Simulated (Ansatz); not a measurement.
# GeH4S2O2: geometry optimisation

Aim: relax GeH4S2O2 at this level.

Computed with Ansatz 0.2.0. Level: RKS PBE0-D4/def2-SVP.

## Step 1: The starting structure

9 atoms, charge 0, spin multiplicity 1.

Atoms are counted from 1 here; the program's logs count them from 0.

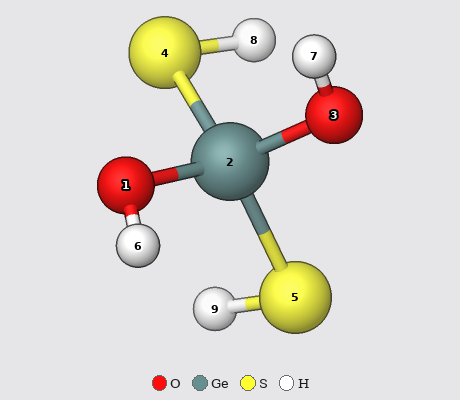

The starting geometry (oxygen red, germanium teal, sulfur yellow, hydrogen white); atoms are numbered from 1 in the order of the file.

Geometry (Å):

```
O    -0.2279    1.0528   -1.5235
Ge    0.0975    0.0455   -0.0768
O     1.8528   -0.2253    0.1606
S    -1.0504   -1.7991   -0.5769
S    -0.4415    1.0262    1.8517
H     0.0029    1.9823   -1.3303
H     2.2365   -0.6089   -0.6521
H    -0.6098   -2.4260    0.5507
H    -1.7717    0.9062    1.5795
```

## Step 2: Relaxation

File input.yaml:

```yaml
crystal:
  periodic: [false, false, false]
  atoms:
    - { symbol: O, position_ang: [-0.227888, 1.052815, -1.523518] }
    - { symbol: Ge, position_ang: [0.097454, 0.045528, -0.076782] }
    - { symbol: O, position_ang: [1.852831, -0.225272, 0.160623] }
    - { symbol: S, position_ang: [-1.050386, -1.799102, -0.576888] }
    - { symbol: S, position_ang: [-0.441451, 1.02617, 1.851711] }
    - { symbol: H, position_ang: [0.002932, 1.982306, -1.330305] }
    - { symbol: H, position_ang: [2.236502, -0.608941, -0.652088] }
    - { symbol: H, position_ang: [-0.609751, -2.426016, 0.550696] }
    - { symbol: H, position_ang: [-1.771744, 0.906211, 1.579451] }
basis:
  gaussian: { orbitals: def2-SVP }
hamiltonian:
  xc: pbe0
  dispersion: d4
output:
  forces: true
relax:
  f_tol: 0.003
  max_steps: 120
```

Started as:

```sh
> ansatz run input.yaml --threads 1 --pin off --max-ram 2560MiB --backend cpu --events-out ev --progress --plain --runs-dir out
```

What it wrote:

```text
Warning: RAYON_NUM_THREADS=1 ignored (pool sized by the plan → 1); use --threads N
The last accepted step is kept in <dir> (removed where the run ends without a failure and the disk answers)
Engine: ansatz 0.2.0, x86_64-unknown-linux-gnu
Functional definition: PBE0
  parameter a = 0.25
  parameter kappa = 0.804
  parameter beta = 0.06672455060314922
  exchange = (1 - a)*pbe_x(kappa = kappa, mu = beta*pi^2/3) + a*exact_x
  correlation = pbe_c(beta = beta)
1173 factors; integrals over basis functions are off by at most 3.0e-4 eV
mean field evaluation 1: about -82307.4304 eV, gradient 6.6e1 eV
mean field evaluation 2: about -82291.3477 eV, gradient 1.1e2 eV
mean field evaluation 4: about -82314.9862 eV, gradient 2.9e0 eV
mean field evaluation 8: about -82315.0281 eV, gradient 3.9e-2 eV
mean field evaluation 16: about -82315.0281 eV, gradient 1.2e-5 eV
mean field -82315.02805638 eV, -3025.0214859421 hartree, gradient 1.2e-5 eV, S^2 0.000000; 0 other end points of the search recorded, 0 dependent functions left out
the calculation of the forces begins
reference -82315.02807956 eV, -3025.0214867939 hartree; 42, 42 occupied and 74, 74 virtual orbitals, 1173 factors
relax step   1: F+E_penalty+E_count = -82315.25326973 eV  Δ(F+E_penalty+E_count) = +0.000e0 eV  max|allowed force component| = 6.794e-1 eV/Å  Δτ_max = 0.0000 Å  (27 SCF iters, accepted)
these checks for a lower state are left out or cut short: starts, cluster_reference, orbital_swaps, neighbouring_geometries, increment
1173 factors; integrals over basis functions are off by at most 3.3e-4 eV
mean field -82315.05522295 eV, -3025.0224842949 hartree, gradient 1.2e-5 eV, S^2 0.000000; 0 other end points of the search recorded, 0 dependent functions left out
the calculation of the forces begins
reference -82315.05524617 eV, -3025.0224851485 hartree; 42, 42 occupied and 74, 74 virtual orbitals, 1173 factors
relax step   2: F+E_penalty+E_count = -82315.28194870 eV  Δ(F+E_penalty+E_count) = -2.868e-2 eV  max|allowed force component| = 2.866e-1 eV/Å  Δτ_max = 0.0362 Å  (30 SCF iters, accepted)
these checks for a lower state are left out or cut short: starts, cluster_reference, orbital_swaps, neighbouring_geometries, increment
1173 factors; integrals over basis functions are off by at most 3.6e-4 eV
mean field -82315.06170209 eV, -3025.0227223992 hartree, gradient 1.3e-5 eV, S^2 0.000000; 0 other end points of the search recorded, 0 dependent functions left out
the calculation of the forces begins
reference -82315.06172518 eV, -3025.0227232476 hartree; 42, 42 occupied and 74, 74 virtual orbitals, 1173 factors
relax step   3: F+E_penalty+E_count = -82315.28942723 eV  Δ(F+E_penalty+E_count) = -7.479e-3 eV  max|allowed force component| = 7.198e-2 eV/Å  Δτ_max = 0.0414 Å  (30 SCF iters, accepted)
these checks for a lower state are left out or cut short: starts, cluster_reference, orbital_swaps, neighbouring_geometries, increment
1173 factors; integrals over basis functions are off by at most 3.6e-4 eV
mean field evaluation 32: about -82315.0425 eV, gradient 8.3e-4 eV
mean field -82315.06297518 eV, -3025.0227691844 hartree, gradient 1.2e-5 eV, S^2 0.000000; 0 other end points of the search recorded, 0 dependent functions left out
the calculation of the forces begins
reference -82315.06299830 eV, -3025.0227700340 hartree; 42, 42 occupied and 74, 74 virtual orbitals, 1173 factors
relax step   4: F+E_penalty+E_count = -82315.29048553 eV  Δ(F+E_penalty+E_count) = -1.058e-3 eV  max|allowed force component| = 5.839e-2 eV/Å  Δτ_max = 0.0125 Å  (31 SCF iters, accepted)
these checks for a lower state are left out or cut short: starts, cluster_reference, orbital_swaps, neighbouring_geometries, increment
1173 factors; integrals over basis functions are off by at most 3.6e-4 eV
mean field -82315.06382494 eV, -3025.0228004123 hartree, gradient 1.3e-5 eV, S^2 0.000000; 0 other end points of the search recorded, 0 dependent functions left out
the calculation of the forces begins
reference -82315.06384811 eV, -3025.0228012636 hartree; 42, 42 occupied and 74, 74 virtual orbitals, 1173 factors
relax step   5: F+E_penalty+E_count = -82315.29127191 eV  Δ(F+E_penalty+E_count) = -7.864e-4 eV  max|allowed force component| = 3.548e-2 eV/Å  Δτ_max = 0.0342 Å  (29 SCF iters, accepted)
these checks for a lower state are left out or cut short: starts, cluster_reference, orbital_swaps, neighbouring_geometries, increment
1173 factors; integrals over basis functions are off by at most 3.7e-4 eV
mean field -82315.06446466 eV, -3025.0228239216 hartree, gradient 1.3e-5 eV, S^2 0.000000; 0 other end points of the search recorded, 0 dependent functions left out
the calculation of the forces begins
reference -82315.06448781 eV, -3025.0228247723 hartree; 42, 42 occupied and 74, 74 virtual orbitals, 1173 factors
relax step   6: F+E_penalty+E_count = -82315.29194502 eV  Δ(F+E_penalty+E_count) = -6.731e-4 eV  max|allowed force component| = 1.360e-2 eV/Å  Δτ_max = 0.0364 Å  (29 SCF iters, accepted)
these checks for a lower state are left out or cut short: starts, cluster_reference, orbital_swaps, neighbouring_geometries, increment
1173 factors; integrals over basis functions are off by at most 3.8e-4 eV
mean field -82315.06463264 eV, -3025.0228300949 hartree, gradient 1.3e-5 eV, S^2 0.000000; 0 other end points of the search recorded, 0 dependent functions left out
the calculation of the forces begins
reference -82315.06465579 eV, -3025.0228309456 hartree; 42, 42 occupied and 74, 74 virtual orbitals, 1173 factors
relax step   7: F+E_penalty+E_count = -82315.29210088 eV  Δ(F+E_penalty+E_count) = -1.559e-4 eV  max|allowed force component| = 1.886e-3 eV/Å  Δτ_max = 0.0137 Å  (30 SCF iters, accepted)
these checks for a lower state are left out or cut short: starts, cluster_reference, orbital_swaps, neighbouring_geometries, increment
1173 factors; integrals over basis functions are off by at most 3.8e-4 eV
mean field evaluation 64: about -82315.0647 eV, gradient 1.3e-5 eV
mean field -82315.06465271 eV, -3025.0228308325 hartree, gradient 1.3e-5 eV, S^2 0.000000; 0 other end points of the search recorded, 0 dependent functions left out
the calculation of the forces begins
reference -82315.06467586 eV, -3025.0228316831 hartree; 42, 42 occupied and 74, 74 virtual orbitals, 1173 factors
relax step   8: F+E_penalty+E_count = -82315.29213603 eV  Δ(F+E_penalty+E_count) = -3.515e-5 eV  max|allowed force component| = 1.707e-2 eV/Å  Δτ_max = 0.0114 Å  (30 SCF iters, accepted)
these checks for a lower state are left out or cut short: starts, cluster_reference, orbital_swaps, neighbouring_geometries, increment
1173 factors; integrals over basis functions are off by at most 3.8e-4 eV
mean field -82315.06468629 eV, -3025.0228320662 hartree, gradient 1.2e-5 eV, S^2 0.000000; 0 other end points of the search recorded, 0 dependent functions left out
the calculation of the forces begins
reference -82315.06470943 eV, -3025.0228329168 hartree; 42, 42 occupied and 74, 74 virtual orbitals, 1173 factors
relax step   9: F+E_penalty+E_count = -82315.29215619 eV  Δ(F+E_penalty+E_count) = -2.017e-5 eV  max|allowed force component| = 1.431e-2 eV/Å  Δτ_max = 0.0062 Å  (31 SCF iters, accepted)
these checks for a lower state are left out or cut short: starts, cluster_reference, orbital_swaps, neighbouring_geometries, increment
1173 factors; integrals over basis functions are off by at most 3.8e-4 eV
mean field -82315.06472184 eV, -3025.0228333727 hartree, gradient 1.2e-5 eV, S^2 0.000000; 0 other end points of the search recorded, 0 dependent functions left out
the calculation of the forces begins
reference -82315.06474498 eV, -3025.0228342232 hartree; 42, 42 occupied and 74, 74 virtual orbitals, 1173 factors
relax step  10: F+E_penalty+E_count = -82315.29215969 eV  Δ(F+E_penalty+E_count) = -3.497e-6 eV  max|allowed force component| = 1.457e-2 eV/Å  Δτ_max = 0.0128 Å  (30 SCF iters, accepted)
these checks for a lower state are left out or cut short: starts, cluster_reference, orbital_swaps, neighbouring_geometries, increment
1173 factors; integrals over basis functions are off by at most 3.8e-4 eV
mean field -82315.06473509 eV, -3025.0228338597 hartree, gradient 5.9e-5 eV, S^2 0.000000; 0 other end points of the search recorded, 0 dependent functions left out
the calculation of the forces begins
reference -82315.06475824 eV, -3025.0228347103 hartree; 42, 42 occupied and 74, 74 virtual orbitals, 1173 factors
relax step  11: F+E_penalty+E_count = -82315.29217385 eV  Δ(F+E_penalty+E_count) = -1.416e-5 eV  max|allowed force component| = 1.047e-2 eV/Å  Δτ_max = 0.0022 Å  (21 SCF iters, accepted)
these checks for a lower state are left out or cut short: starts, cluster_reference, orbital_swaps, neighbouring_geometries, increment
1173 factors; integrals over basis functions are off by at most 3.9e-4 eV
mean field -82315.06472911 eV, -3025.0228336399 hartree, gradient 1.2e-5 eV, S^2 0.000000; 0 other end points of the search recorded, 0 dependent functions left out
the calculation of the forces begins
reference -82315.06475225 eV, -3025.0228344905 hartree; 42, 42 occupied and 74, 74 virtual orbitals, 1173 factors
relax step  12: F+E_penalty+E_count = -82315.29218373 eV  Δ(F+E_penalty+E_count) = -9.883e-6 eV  max|allowed force component| = 1.491e-3 eV/Å  Δτ_max = 0.0025 Å  (24 SCF iters, accepted)
1173 factors; integrals over basis functions are off by at most 3.9e-4 eV
mean field evaluation 96: about -82315.0437 eV, gradient 8.6e-1 eV
mean field -82315.06472911 eV, -3025.0228336399 hartree, gradient 1.2e-5 eV, S^2 0.000000; 1 other end points of the search recorded, 0 dependent functions left out
the calculation of the forces begins
reference -82315.06475225 eV, -3025.0228344905 hartree; 42, 42 occupied and 74, 74 virtual orbitals, 1173 factors
Total energy: -82315.29220687 eV, -3025.0311932936 hartree
Atom 0 at    -0.280868     1.064415    -1.470690 Å, force    -0.000071    -0.001491     0.000663 eV/Å
Atom 1 at     0.094938     0.045096    -0.076713 Å, force     0.001293     0.001030    -0.001315 eV/Å
Atom 2 at     1.839142    -0.166878     0.113361 Å, force    -0.001115     0.000684     0.000732 eV/Å
Atom 3 at    -0.982541    -1.809134    -0.592012 Å, force    -0.000258    -0.000419    -0.000753 eV/Å
Atom 4 at    -0.446833     0.944471     1.862976 Å, force     0.000613     0.000120     0.000603 eV/Å
Atom 5 at     0.046100     1.964607    -1.354750 Å, force     0.000644     0.000308     0.000378 eV/Å
Atom 6 at     2.226756    -0.636487    -0.634926 Å, force    -0.000764    -0.000121    -0.000645 eV/Å
Atom 7 at    -0.644857    -2.394815     0.578260 Å, force     0.000167     0.000015     0.000537 eV/Å
Atom 8 at    -1.763339     0.942424     1.557396 Å, force    -0.000509    -0.000126    -0.000199 eV/Å
Dipole moment:     0.023054     0.014730    -0.020862 e Å
```

Wall time 70 s (1 thread of Intel Xeon at 2.80GHz (Skylake/Cascade Lake), shared host); peak memory 0.32 GiB.

The steps of the relaxation:

```csv
step,energy from step 1 (eV),largest force component (eV/Å)
1,0.0000,0.6794
2,-0.0287,0.2866
3,-0.0362,0.0720
4,-0.0372,0.0584
5,-0.0380,0.0355
6,-0.0387,0.0136
7,-0.0388,0.0019
8,-0.0389,0.0171
9,-0.0389,0.0143
10,-0.0389,0.0146
11,-0.0389,0.0105
12,-0.0389,0.0015
```

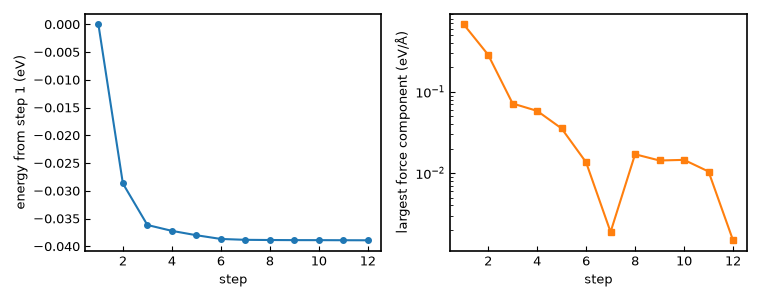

Energy and largest force along the relaxation.

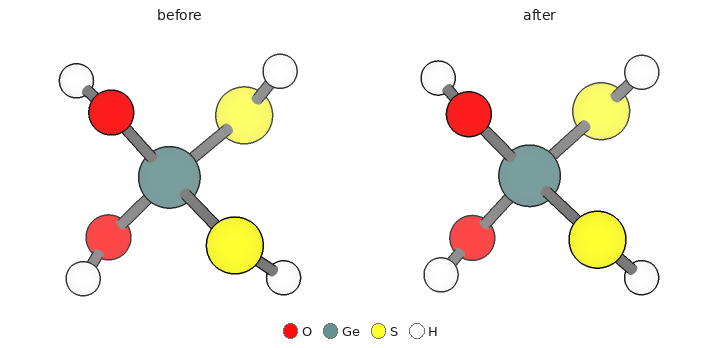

Before and after, at one scale.

Bonds that changed most:

```csv
bond,before (Å),after (Å),change (Å)
O1–Ge2,1.793,1.767,-0.025
Ge2–O3,1.792,1.767,-0.025
Ge2–S5,2.230,2.206,-0.024
Ge2–S4,2.229,2.206,-0.024
O3–H7,0.977,0.965,-0.012
O1–H6,0.977,0.965,-0.012
S4–H8,1.363,1.352,-0.012
S5–H9,1.363,1.352,-0.012
```

## Step 3: Results

| quantity | value |
| --- | --- |
| energy gained | 0.0389 eV |
| root mean square move | 0.060 Å |
| dipole moment | 0.17 D |

Bond lengths: O1–Ge2 1.767 Å, O1–H6 0.965 Å, Ge2–O3 1.767 Å, Ge2–S4 2.206 Å, Ge2–S5 2.206 Å, O3–H7 0.965 Å, S4–H8 1.352 Å, S5–H9 1.352 Å. Angles: Ge2–O1–H6 111.8°, O1–Ge2–O3 111.3°, O1–Ge2–S4 101.3°, O1–Ge2–S5 114.0°, O3–Ge2–S4 114.0°, O3–Ge2–S5 101.3°, S4–Ge2–S5 115.4°, Ge2–O3–H7 111.8°, Ge2–S4–H8 92.3°, Ge2–S5–H9 92.3°. No frequencies were computed here.
